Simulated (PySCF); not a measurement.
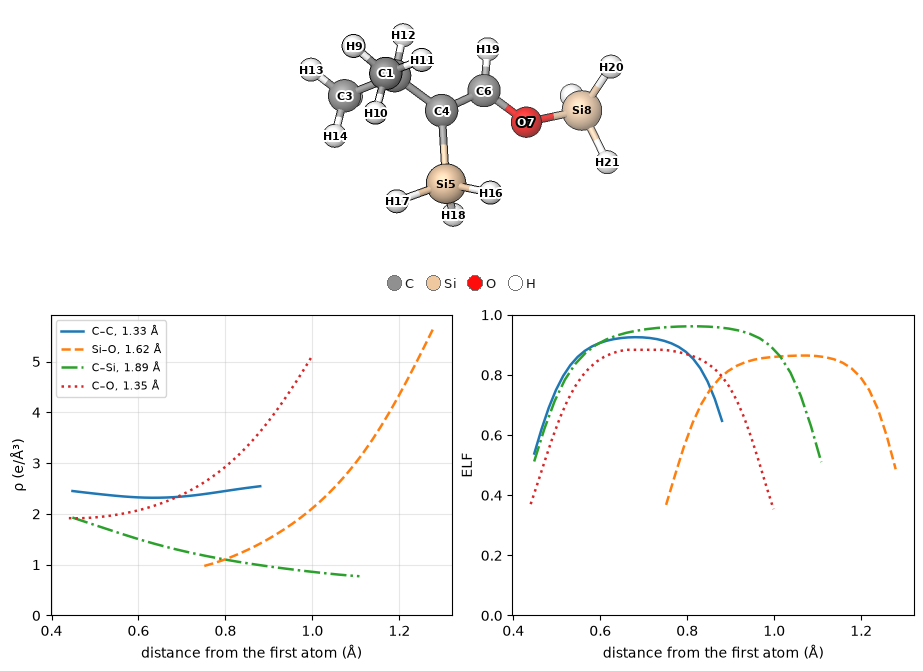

*C5H14OSi2 (SMILES CC(C)/C([SiH3])=C/O[SiH3]). Total electron density and electron localisation function along straight lines between neighbouring atoms. The curves leave out the atomic cores. The structure is drawn too.*

Geometry: GFN2-xTB.

Computed with PBE0/pcSseg-1, SCF density, gas phase, non-relativistic in PySCF 2.14.0.

Input

```
{"job": {"kind": "nmr", "xc": "PBE0", "basis": "pcSseg-1"}, "charge": 0, "multiplicity": 1}
C     -2.165818    -0.788925     1.050169
C     -1.405184     0.402578     0.468843
C     -2.227275     1.086372    -0.622945
C     -0.071980    -0.037208    -0.068245
Si     0.148573    -1.290599    -1.460440
C      1.056160     0.447694     0.437887
O      2.251663     0.036024    -0.045456
Si     3.773178     0.476823     0.314548
H     -3.098753    -0.458887     1.502653
H     -2.394026    -1.509372     0.269043
H     -1.567594    -1.284164     1.811587
H     -1.230636     1.127683     1.274700
H     -3.177519     1.432020    -0.220636
H     -2.425730     0.393321    -1.436434
H     -1.688088     1.942410    -1.022746
H      0.874545    -2.460213    -0.960872
H     -1.160360    -1.738092    -1.953378
H      0.872966    -0.671228    -2.572309
H      1.095758     1.176569     1.242593
H      4.048118     0.269954     1.740094
H      4.494433    -0.428443    -0.562042
H      3.987159     1.895067     0.010969
```

Run with:

```sh
OMP_NUM_THREADS=1 python probes_run.py task.json out
```

Compare the contacts.

Answer. C–C (1.33 Å): the density is about 2.3 e/Å³ at the midpoint; the ELF peaks at about 0.95 between the atoms: a multiple bond.
Si–O (1.62 Å): ρ at the midpoint is about 1.1 e/Å³; the ELF peaks at about 0.85 between the atoms (a short, strongly polar bond).
C–Si (1.89 Å): the density is about 0.92 e/Å³ at the midpoint; the ELF peaks at about 0.95 between the atoms: localised, covalent bonding.
C–O (1.35 Å): ρ is about 2.3 e/Å³ halfway, with its minimum of 1.9 e/Å³ about 0.5 Å from C; the ELF peaks at about 0.90 between the atoms, as expected for a shared but strongly polarised pair.
